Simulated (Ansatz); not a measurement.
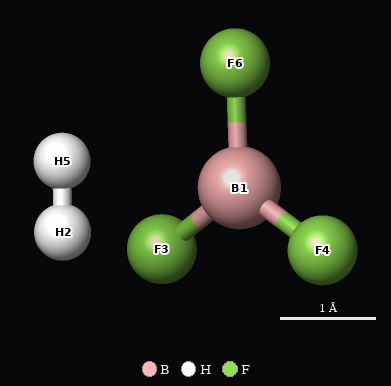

The input geometry (ball-and-stick view, seen at a tilt; atoms are numbered from 1 in the order of the input).

# BH2F3: single-point calculation

The run: single-point calculation of BH2F3. Method and program: RKS PBE0-D4/def2-TZVPP (Ansatz 0.2.0).

The geometry is the product side of a reaction. The reaction was set up to form B1–F6 and H2–H5 and to break B1–H2 and H5–F6 (atoms counted from 1 in the order of the input); sticks are drawn by distance alone. The geometry comes from this level: PBE0-D4/def2-TZVP.

## What the program printed
```
Functional definition: PBE0
  name "PBE0"
  cite "Adamo & Barone, J. Chem. Phys. 110, 6158 (1999) doi:10.1063/1.478522"
  cite "Perdew, Burke & Ernzerhof, Phys. Rev. Lett. 77, 3865 (1996) doi:10.1103/PhysRevLett.77.3865"
  parent pbe
  parameter a = 0.25
  parameter kappa = 0.804
  parameter beta = 0.06672455060314922
  exchange = (1 - a)*pbe_x(kappa = kappa, mu = beta*pi^2/3) + a*exact_x
  correlation = pbe_c(beta = beta)
755 factors; their error is unknown
mean field evaluation 1: about -8856.3358 eV, gradient 4.5e1 eV
mean field evaluation 2: about -8854.4324 eV, gradient 6.0e1 eV
mean field evaluation 4: about -8858.8787 eV, gradient 4.8e-1 eV
mean field evaluation 8: about -8858.9137 eV, gradient 2.2e-3 eV
mean field -8858.91368554 eV, -325.5590731564 hartree, gradient 1.8e-5 eV, S^2 0.000000; 0 other end points of the search recorded, 0 dependent functions left out
reference -8858.91371252 eV, -325.5590741478 hartree; 17, 17 occupied and 135, 135 virtual orbitals, 755 factors
Total energy: -8858.96292849 eV, -325.5608828012 hartree
```

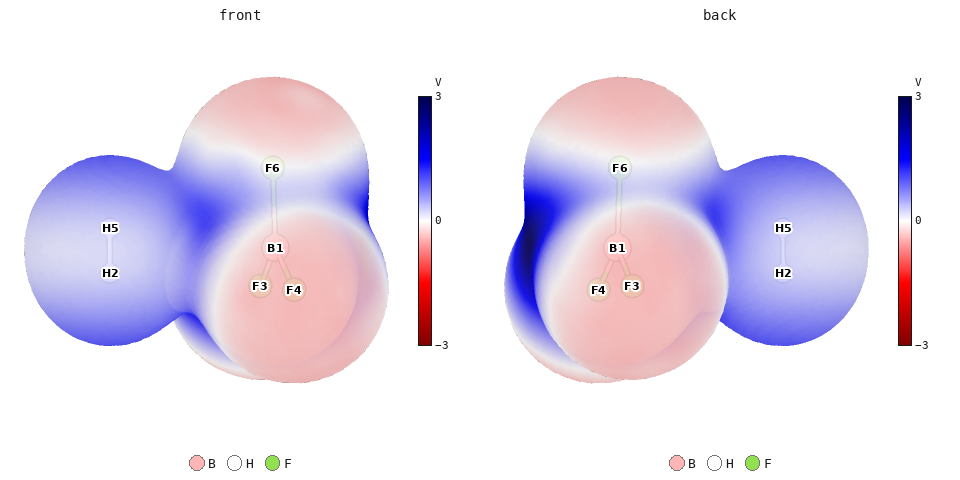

The molecular electrostatic potential painted on the density surface at 0.002 e/bohr³, seen at a tilt and from behind; red is negative and blue positive.

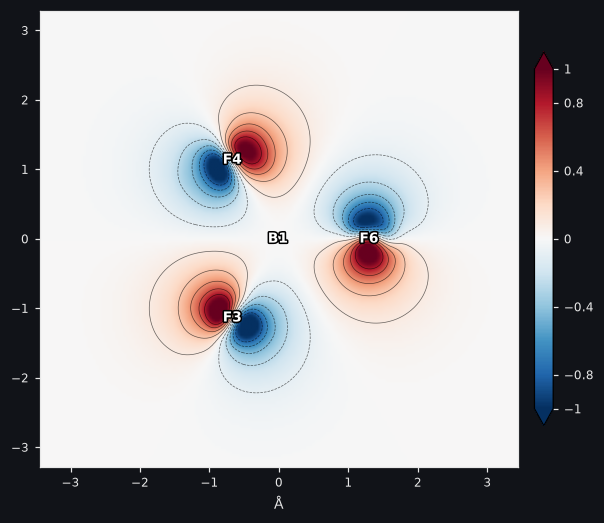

One frontier orbital on the plane of atoms F3, B1 and F6 (values in Å⁻³ᐟ²; the overall sign is arbitrary). The HOMO, at −12.17 eV.

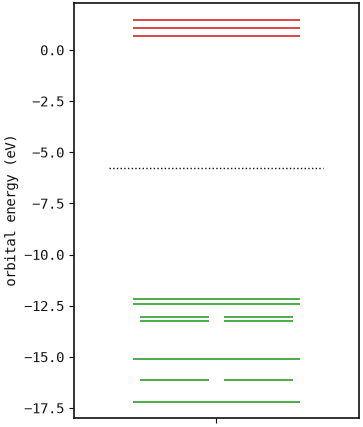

Orbital energies near the frontier; the dotted line parts filled from empty levels, and levels within 0.02 eV of each other stand side by side. Highest filled −12.17 eV, lowest empty 0.67 eV, 12.84 eV apart.

This output came from the following input.

## Input file
```yaml
crystal:
  periodic: [false, false, false]
  atoms:
    - {symbol: B, position_ang: [-0.573875, -0.692392, 0.227044]}
    - {symbol: H, position_ang: [0.997113, 1.420740, -0.794845]}
    - {symbol: F, position_ang: [-0.126956, -1.423886, -0.765468]}
    - {symbol: F, position_ang: [-1.618686, 0.080867, 0.052848]}
    - {symbol: H, position_ang: [1.311472, 1.364992, -0.119290]}
    - {symbol: F, position_ang: [0.011031, -0.750322, 1.399810]}
basis:
  gaussian: {orbitals: def2-TZVPP}
hamiltonian: {xc: pbe0, dispersion: d4}
output: {orbitals: {seedname: orbitals}}
```

Launch command:
```bash
ansatz run in.yaml --threads 2 --pin off --events-out ev --progress --plain --max-ram 4352MiB
```

## Results in brief

```csv
quantity,value
outcome,converged
total energy,−8858.9629 eV
mean-field energy,−8858.9137 eV
dispersion energy,−0.0492 eV
SCF solution under orbital rotations,stable
HOMO,−12.17 eV
LUMO,0.67 eV
hardware,"2 threads of Arm Neoverse V1, 23 GiB of memory available, shared host"
wall time,1.6 s (CPU time 2.9 s)
peak memory,0.38 GiB
```
